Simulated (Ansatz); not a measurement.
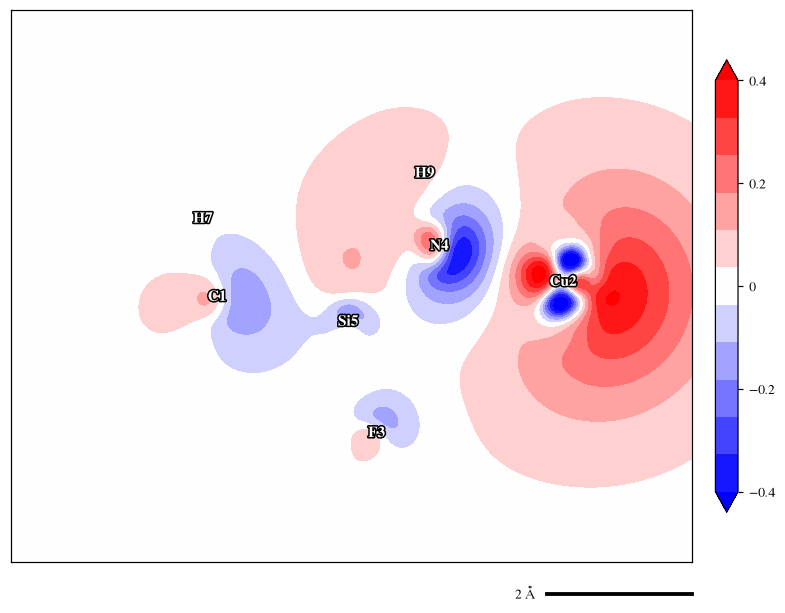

*CH₄CuFNSi (SMILES C/[Si](F)=[NH+]/[Cu]) (charge +1). The LUMO on the plane of atoms C1, Si5 and F3 (values in Å⁻³ᐟ²; the overall sign is arbitrary).*

Geometry: B3LYP/6-31G*.

The calculation used isolated molecule in a Gaussian basis; Kohn-Sham density functional theory, functional PBE0 in Ansatz.

The calculation's input:

```
crystal:
  periodic: [false, false, false]
  atoms:
    - symbol: C
      position_ang: [1.353322, -1.315885, 0.047034]
    - symbol: Cu
      position_ang: [-0.108316, 3.153622, 0.847636]
    - symbol: F
      position_ang: [1.011994, 0.426204, 2.334246]
    - symbol: "N"
      position_ang: [0.317071, 1.651530, 0.009838]
    - symbol: Si
      position_ang: [0.869945, 0.311398, 0.759412]
    - symbol: H
      position_ang: [0.737632, -2.109401, 0.486625]
    - symbol: H
      position_ang: [1.227230, -1.319707, -1.039348]
    - symbol: H
      position_ang: [2.400395, -1.530040, 0.291528]
    - symbol: H
      position_ang: [0.207419, 1.629751, -1.004068]
basis:
  gaussian: {orbitals: def2-TZVPD}
total_charge: 1
hamiltonian: {xc: pbe0}
output: {forces: true, orbitals: {seedname: orbitals}}
```

Run with:

```sh
ansatz run input.yaml --threads 2 --pin off --max-ram 4350MiB --events-out events.jsonl --progress --plain --runs-dir runs
```

> Describe this orbital and give its energy.

By Hirshfeld shares it lies mainly on Cu2 (about 85 %) and N4 (about 5 %). Its energy is −6.66 eV.
